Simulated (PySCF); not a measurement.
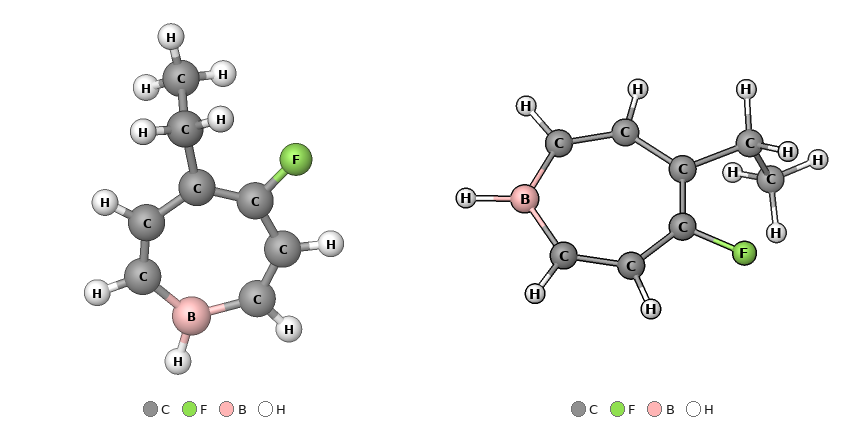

Two views of one molecule.

The computed structure is the end point of a GFN2-xTB optimisation. No frequency run is at hand to confirm it as a minimum.

Identify the structure.

The molecule is C8H10BF. Its SMILES string is `CCC1=C(F)C=CBC=C1`. Independent rings (smallest set): 1 of 7 members. Among its groups: alkene, C–F bond, B–H bond. This geometry has C1 symmetry. Coordination: 2 C tetrahedral; 6 C trigonal planar; 1 B trigonal planar.

The parts below concern this one geometry. Atoms keep their numbers from picture to picture.

## Electronic properties

No frequency run is at hand to confirm it as a minimum. Properties computed with PBE0/pcSseg-1, gas phase (PySCF 2.14.0).

What is the HOMO energy (Kohn–Sham orbital)?

−7.00 eV.

What is the LUMO energy (Kohn–Sham orbital)?

−1.98 eV.

Estimate the dipole moment.

1.63 D.

## NMR shielding

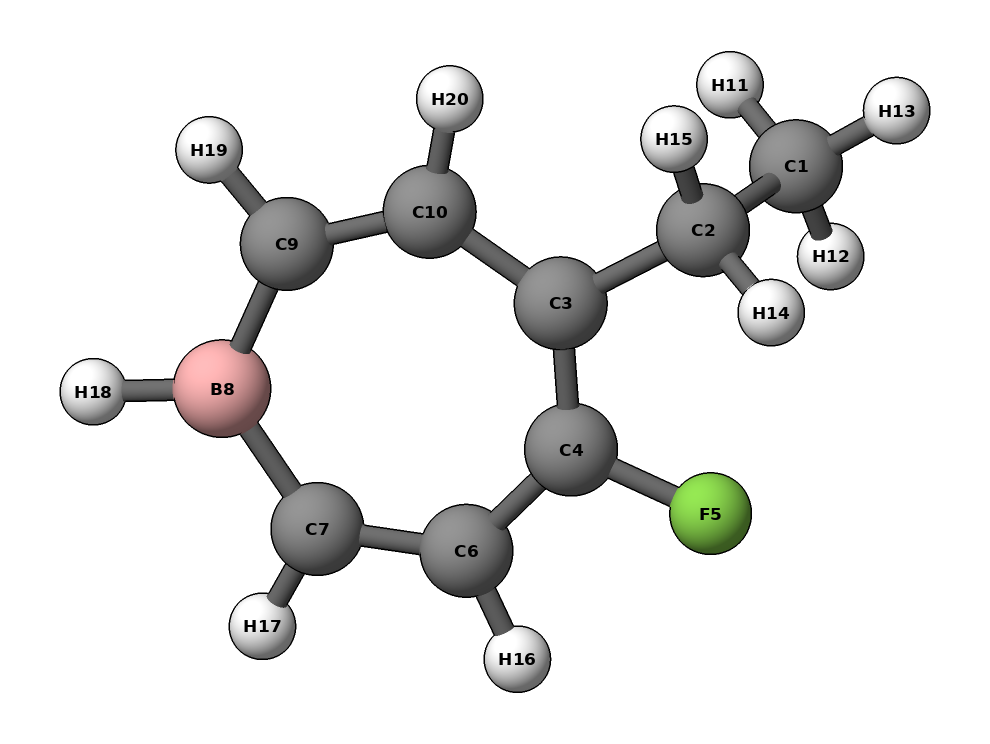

No frequency run is at hand to confirm it as a minimum. Level of theory: GIAO PBE0/pcSseg-1 NMR shielding, non-relativistic, gas phase (PySCF 2.14.0). Principal shieldings σ11 ≤ σ22 ≤ σ33, span Ω = σ33 − σ11, skew κ = 3(σiso − σ22)/Ω.

Give the shielding tensors of the F atoms.

```csv
atom,σ11,σ22,σ33,σiso,Ω,κ
F5,200.9,266.6,310.6,259.4,109.7,−0.20
```

Shieldings and span in ppm.

## Quadrupole coupling

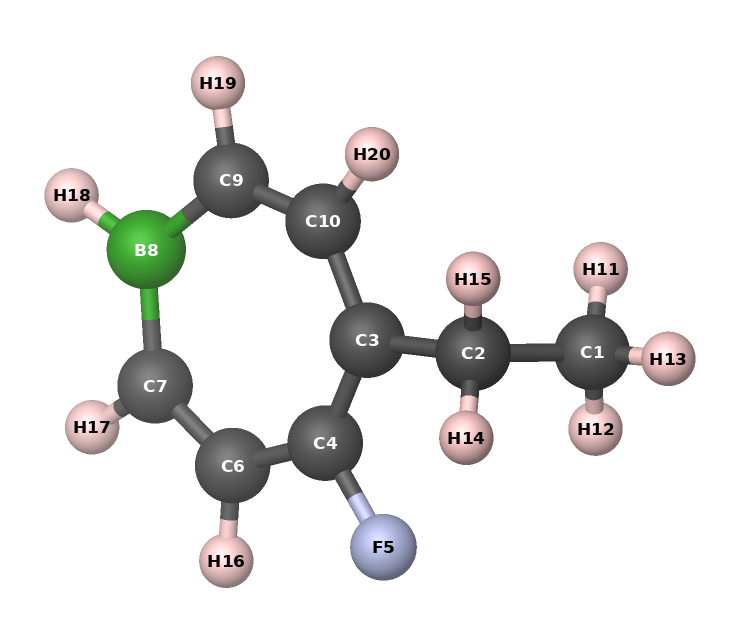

No frequency run is at hand to confirm it as a minimum. Electric field gradients from the ground-state density, PBE0/pcSseg-1 (PySCF 2.14.0), non-relativistic apart from any core potentials.

Give the largest field-gradient component, the quadrupole coupling constant and the asymmetry for 11B at B8 (Q = 40.59 mb), 2H at H11 (Q = 2.86 mb), 2H at H12 (Q = 2.86 mb), 2H at H13 (Q = 2.86 mb), 2H at H14 (Q = 2.86 mb).

```json
{"atom": "B8", "V_zz (a.u.)": "0.456", "e²qQ/h (MHz)": "4.35", "η": "0.04"}
{"atom": "H11", "V_zz (a.u.)": "0.312", "e²qQ/h (MHz)": "0.210", "η": "0.03"}
{"atom": "H12", "V_zz (a.u.)": "0.313", "e²qQ/h (MHz)": "0.210", "η": "0.03"}
{"atom": "H13", "V_zz (a.u.)": "0.316", "e²qQ/h (MHz)": "0.213", "η": "0.02"}
{"atom": "H14", "V_zz (a.u.)": "0.300", "e²qQ/h (MHz)": "0.202", "η": "0.03"}
```

The geometry is semi-empirical. Around B such bond lengths and angles can be off by a tenth of an ångström or more and by several degrees, and values that hang on the shape move with them.
